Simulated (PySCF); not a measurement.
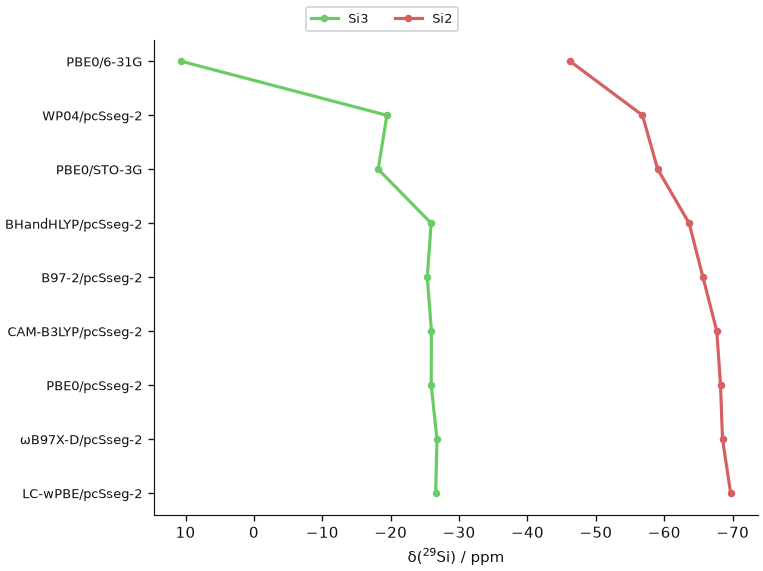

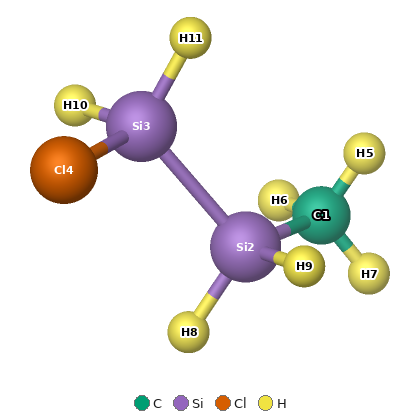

GIAO ²⁹Si shifts of CH₇ClSi₂, SMILES C[SiH2][SiH2]Cl at several levels, one geometry, PySCF 2.14.0, at a PBE0-D3(BJ)/def2-SVP geometry (no frequency check); values of one conformer, averaged over methyl-type rotors and exact or near symmetry; other conformers aren't averaged in; each against TMS at the same level.

**Which of the plotted signals depends most on the level, and by how much?**

That of Si3: from −26.8 ppm (ωB97X-D/pcSseg-2) to 10.6 ppm (PBE0/6-31G), a spread of 37.4 ppm. The steadiest, Si2, moves by 23.5 ppm.

**Do all levels give the signals in the same order?**

Yes, the order of the signals is the same at every level.
